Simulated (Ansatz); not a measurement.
# CH4ClInO: two geometries relaxed

Aim: relax the geometries before and after the reaction (1,2-elimination), and see whether they are two minima and how far apart in energy. Meant to form: H4–Cl2; to break: In1–Cl2, H4–O3. The start is a guess near the saddle point, from which both ends are pulled out.

Program: Ansatz 0.2.0. Level of theory: UKS PBE-D4/def2-SVP. These are calculated values, not measurements.

### Step 1. The system as given

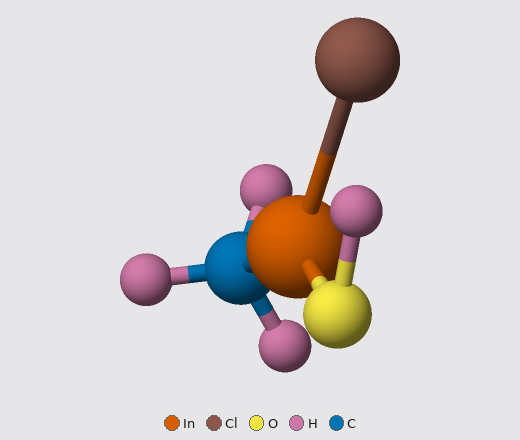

The starting structure, seen from a free direction (indium orange, chlorine brown, oxygen yellow, hydrogen pink, carbon blue).

Structure file:

```xyz
8

In   -0.0607   -0.5182    0.0172
Cl    2.1341   -2.3029    0.3571
O    -0.7525   -2.2989   -0.0029
H     0.4357   -2.7111    0.1567
C    -0.3957    1.7162   -0.1175
H    -0.7354    2.0551    0.8585
H    -1.1634    1.8665   -0.8732
H     0.5379    2.1932   -0.3958
```

### Step 2. A restrained relaxation towards end A

Springs on the bonds that form and break draw the guess towards this end; the thresholds are loose.

input.yaml

```yaml
crystal:
  periodic: [false, false, false]
  atoms:
    - { symbol: In, position_ang: [-0.0607, -0.5182, 0.0172] }
    - { symbol: Cl, position_ang: [2.1341, -2.3029, 0.3571] }
    - { symbol: O, position_ang: [-0.7525, -2.2989, -0.0029] }
    - { symbol: H, position_ang: [0.4357, -2.7111, 0.1567] }
    - { symbol: C, position_ang: [-0.3957, 1.7162, -0.1175] }
    - { symbol: H, position_ang: [-0.7354, 2.0551, 0.8585] }
    - { symbol: H, position_ang: [-1.1634, 1.8665, -0.8732] }
    - { symbol: H, position_ang: [0.5379, 2.1932, -0.3958] }
magnetization:
  spin_polarized: true
basis:
  gaussian: { orbitals: def2-SVP }
hamiltonian:
  xc: pbe
  dispersion: d4
relax:
  f_tol: 0.15
  max_steps: 25
  restrain:
    - { distance: [3, 1], at: 2.63, k: 30.0 }
    - { distance: [0, 1], at: 2.44, k: 30.0 }
    - { distance: [3, 2], at: 0.97, k: 30.0 }
```

The run is started by

```bash
> ansatz run input.yaml --threads 2 --pin off --max-ram 3072MiB --backend cpu --events-out ev --progress --plain --runs-dir out
```

The log of the run (excerpt; [...] marks lines left out):

```text
Warning: RAYON_NUM_THREADS=2 ignored (pool sized by the plan → 2); use --threads N
[...]
Functional definition: PBE
[...]
1044 factors; their error is unknown
[...]
mean field -20830.50253110 eV, -765.5068485963 hartree, gradient 5.7e-5 eV, S^2 0.000000; 0 other end points of the search recorded, 0 dependent functions left out
[...]
reference -20830.50257694 eV, -765.5068502809 hartree; 28, 28 occupied and 64, 64 virtual orbitals, 1044 factors
relax step   1: F+E_penalty+E_count = -20830.64550980 eV  Δ(F+E_penalty+E_count) = +0.000e0 eV  max|allowed force component| = 2.491e0 eV/Å  E_restraint = 15.24121318 eV  max|allowed force component, restraints' pulls added| = 3.613e1 eV/Å  Δτ_max = 0.0000 Å  (30 SCF iters, accepted)
[...]
relax step   7: F+E_penalty+E_count = -20832.24417935 eV  Δ(F+E_penalty+E_count) = -4.235e-3 eV  max|allowed force component| = 3.499e-1 eV/Å  E_restraint = 0.00874379 eV  max|allowed force component, restraints' pulls added| = 1.795e-1 eV/Å  Δτ_max = 0.0687 Å  (30 SCF iters, accepted)
[...]
relax step   8: F+E_penalty+E_count = -20832.25066824 eV  Δ(F+E_penalty+E_count) = -6.489e-3 eV  max|allowed force component| = 3.515e-1 eV/Å  E_restraint = 0.00514998 eV  max|allowed force component, restraints' pulls added| = 9.440e-2 eV/Å  Δτ_max = 0.0718 Å  (30 SCF iters, accepted)
  distance H 3 - Cl 1 = 2.6415 Å
  distance In 0 - Cl 1 = 2.4292 Å
  distance H 3 - O 2 = 0.9797 Å
1044 factors; their error is unknown
mean field -20832.10574590 eV, -765.5657656535 hartree, gradient 9.2e-6 eV, S^2 0.000000; 1 other end points of the search recorded, 0 dependent functions left out
[...]
reference -20832.10579229 eV, -765.5657673581 hartree; 28, 28 occupied and 64, 64 virtual orbitals, 1044 factors
Total energy: -20832.25071463 eV, -765.5710931560 hartree
Atom 0 at     0.117826    -0.532149     0.028341 Å, force     0.252116    -0.119713     0.039358 eV/Å
Atom 1 at     2.266553    -1.622787     0.335446 Å, force    -0.036161     0.320988    -0.017375 eV/Å
Atom 2 at    -0.856741    -2.294204    -0.010071 Å, force    -0.231776     0.184886    -0.034765 eV/Å
Atom 3 at    -0.061264    -2.851909     0.116094 Å, force    -0.029563    -0.351474     0.010203 eV/Å
Atom 4 at    -0.314838     1.569820    -0.105227 Å, force     0.039068    -0.094397     0.019775 eV/Å
Atom 5 at    -0.681993     1.909763     0.881245 Å, force     0.006376     0.009413    -0.006387 eV/Å
Atom 6 at    -1.090892     1.728286    -0.876250 Å, force     0.011521     0.012481    -0.002208 eV/Å
Atom 7 at     0.621350     2.093081    -0.369478 Å, force    -0.011581     0.037816    -0.008602 eV/Å
Dipole moment:    -0.266597     0.719720    -0.058769 e Å
```

Run time: 20 s. Hardware: 2 threads of Arm Neoverse V2, shared host; peak memory 0.18 GiB.

The steps of the relaxation:

| step | energy from step 1 (eV) | largest force component (eV/Å) |
| --- | --- | --- |
| 1 | 0.0000 | 2.4907 |
| 2 | -0.6605 | 2.4307 |
| 3 | -1.0657 | 2.4666 |
| 4 | -1.4335 | 0.5777 |
| 5 | -1.4973 | 0.5465 |
| 6 | -1.5944 | 0.3838 |
| 7 | -1.5987 | 0.3499 |
| 8 | -1.6052 | 0.3515 |

Step 1 is the start. Energies and forces in the table leave out the springs, which the log lists apart; the run stops on the force with the springs' pull added.

After: Bond lengths: In1–Cl2 2.429 Å, In1–O3 2.014 Å, O3–H4 0.980 Å, In1–C5 2.150 Å, C5–H6 1.106 Å, C5–H7 1.105 Å, C5–H8 1.105 Å. Angles: Cl2–In1–O3 92.2°, Cl2–In1–C5 128.7°, O3–In1–C5 139.2°, In1–O3–H4 95.9°, In1–C5–H6 108.2°, In1–C5–H7 109.0°, In1–C5–H8 107.9°, H6–C5–H7 110.2°, H6–C5–H8 110.4°, H7–C5–H8 111.1°.

Pairs that crossed the distance rule for bonds on the way: came closer O3–H4.

### Step 3. Relaxing end A

It starts where the restrained run ended.

input.yaml

```yaml
crystal:
  periodic: [false, false, false]
  atoms:
    - { symbol: In, position_ang: [0.117826, -0.532149, 0.028341] }
    - { symbol: Cl, position_ang: [2.266553, -1.622787, 0.335446] }
    - { symbol: O, position_ang: [-0.856741, -2.294204, -0.010071] }
    - { symbol: H, position_ang: [-0.061264, -2.851909, 0.116094] }
    - { symbol: C, position_ang: [-0.314838, 1.56982, -0.105227] }
    - { symbol: H, position_ang: [-0.681993, 1.909763, 0.881245] }
    - { symbol: H, position_ang: [-1.090892, 1.728286, -0.87625] }
    - { symbol: H, position_ang: [0.62135, 2.093081, -0.369478] }
magnetization:
  spin_polarized: true
basis:
  gaussian: { orbitals: def2-SVP }
hamiltonian:
  xc: pbe
  dispersion: d4
relax:
  f_tol: 0.03
  max_steps: 50
output:
  orbitals: {}
```

The run is started by

```bash
> ansatz run input.yaml --threads 2 --pin off --max-ram 3072MiB --backend cpu --events-out ev --progress --plain --runs-dir out
```

The log of the run (excerpt; [...] marks lines left out):

```text
Warning: RAYON_NUM_THREADS=2 ignored (pool sized by the plan → 2); use --threads N
[...]
[... 1 set-up line as earlier in the session ...]
[...]
1044 factors; their error is unknown
[...]
mean field -20832.10575245 eV, -765.5657658940 hartree, gradient 2.9e-5 eV, S^2 0.000000; 0 other end points of the search recorded, 0 dependent functions left out
[...]
reference -20832.10579881 eV, -765.5657675978 hartree; 28, 28 occupied and 64, 64 virtual orbitals, 1044 factors
relax step   1: F+E_penalty+E_count = -20832.25067479 eV  Δ(F+E_penalty+E_count) = +0.000e0 eV  max|allowed force component| = 3.515e-1 eV/Å  Δτ_max = 0.0000 Å  (29 SCF iters, accepted)
[...]
relax step   6: F+E_penalty+E_count = -20832.38543279 eV  Δ(F+E_penalty+E_count) = -6.450e-3 eV  max|allowed force component| = 7.060e-2 eV/Å  Δτ_max = 0.0311 Å  (31 SCF iters, accepted)
[...]
reference -20832.24161470 eV, -765.5707587398 hartree; 28, 28 occupied and 64, 64 virtual orbitals, 1044 factors
Total energy: -20832.38571729 eV, -765.5760544122 hartree
Atom 0 at     0.287324    -0.574814     0.050512 Å, force     0.007222    -0.019352     0.005214 eV/Å
Atom 1 at     2.544100    -1.288928     0.365661 Å, force    -0.005097     0.003433    -0.001326 eV/Å
Atom 2 at    -0.957660    -2.160751    -0.032427 Å, force    -0.011290     0.018725    -0.004713 eV/Å
Atom 3 at    -0.442588    -2.984953     0.072602 Å, force     0.013618     0.006861     0.001960 eV/Å
Atom 4 at    -0.284433     1.496310    -0.100338 Å, force    -0.005167    -0.000795     0.003407 eV/Å
Atom 5 at    -0.663957     1.822728     0.886554 Å, force    -0.002844    -0.004325    -0.005031 eV/Å
Atom 6 at    -1.081848     1.593727    -0.859892 Å, force    -0.004750    -0.000308     0.003376 eV/Å
Atom 7 at     0.599062     2.096582    -0.382573 Å, force     0.008308    -0.004239    -0.002887 eV/Å
Dipole moment:    -0.242645     0.378572    -0.042613 e Å
```

It took 18 s on 2 threads of Arm Neoverse V2, shared host; peak memory 0.18 GiB.

Relaxation path:

| step | energy from step 1 (eV) | largest force component (eV/Å) |
| --- | --- | --- |
| 1 | 0.0000 | 0.3515 |
| 2 | -0.0815 | 0.4428 |
| 3 | -0.1129 | 0.8343 |
| 4 | -0.1283 | 0.4280 |
| 5x | -0.1216 | 0.6235 |
| 6 | -0.1348 | 0.0706 |
| 7 | -0.1350 | 0.0194 |

Step 1 is the start. 1 step was tried and not accepted (marked x).

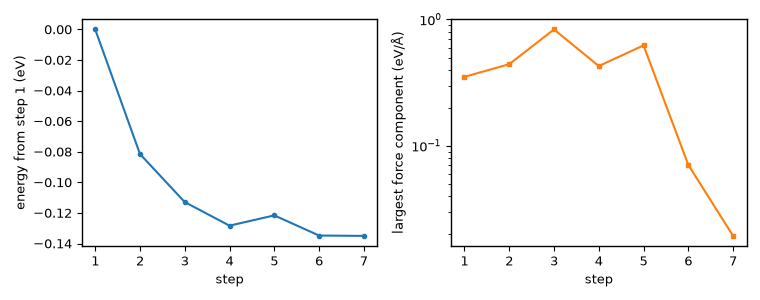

How energy and force went from step to step.

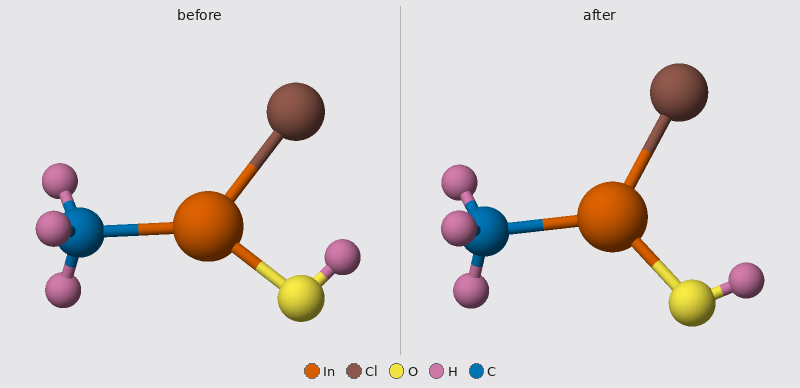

Before and after, at one scale.

After: Bond lengths: In1–Cl2 2.388 Å, In1–O3 2.018 Å, O3–H4 0.978 Å, In1–C5 2.154 Å, C5–H6 1.107 Å, C5–H7 1.106 Å, C5–H8 1.105 Å. Angles: Cl2–In1–O3 110.7°, Cl2–In1–C5 123.2°, O3–In1–C5 126.1°, In1–O3–H4 109.5°, In1–C5–H6 108.2°, In1–C5–H7 108.9°, In1–C5–H8 109.2°, H6–C5–H7 109.8°, H6–C5–H8 110.0°, H7–C5–H8 110.7°.

(Part 1 of 2 ends here.)
